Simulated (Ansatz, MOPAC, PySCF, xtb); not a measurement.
CH4 (SMILES C) and CH4O (SMILES CO) are pulled apart as rigid monomers along the line of their centres of mass, from the B3LYP-D3(BJ)/def2-TZVP minimum. Starting geometry (charge 0, multiplicity 1):
```xyz
11

C     -0.072     0.031    -0.157
H      0.046     0.266    -1.213
H     -0.649    -0.890    -0.062
H      0.911    -0.104     0.292
H     -0.594     0.848     0.339
C      0.657     0.270     3.583
O     -0.692     0.002     3.229
H      1.267    -0.640     3.606
H      0.642     0.700     4.584
H      1.125     0.992     2.905
H     -0.706    -0.376     2.345
```

Interaction energies with rigid monomers; basis-set methods are counterpoise corrected unless marked otherwise.

Rows in 6-311+G** carry no dispersion term and start afresh at each structure. The state that AM1, PM7 reach isn't checked; PM7 holds dispersion and hydrogen-bond terms.

The values were computed with Ansatz (Gaussian basis) for Hartree–Fock, density functionals and correlated methods; MOPAC for AM1, PM7 (differences of heats of formation); PySCF for 6-311+G** rows; xtb for the GFN methods. Each number belongs to the level named beside it.

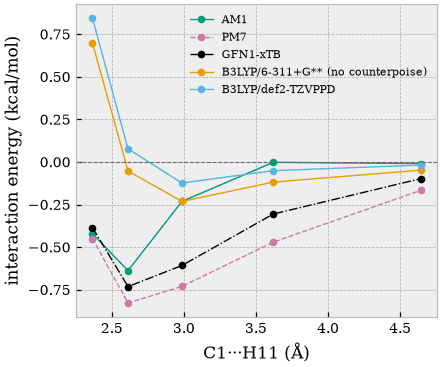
Interaction energy against separation

**Question.** Which level binds most strongly at C1···H11 = 2.61, and by how much?

**Answer.** PM7, -0.8 kcal/mol.

Ansatz is an electronic-structure program.
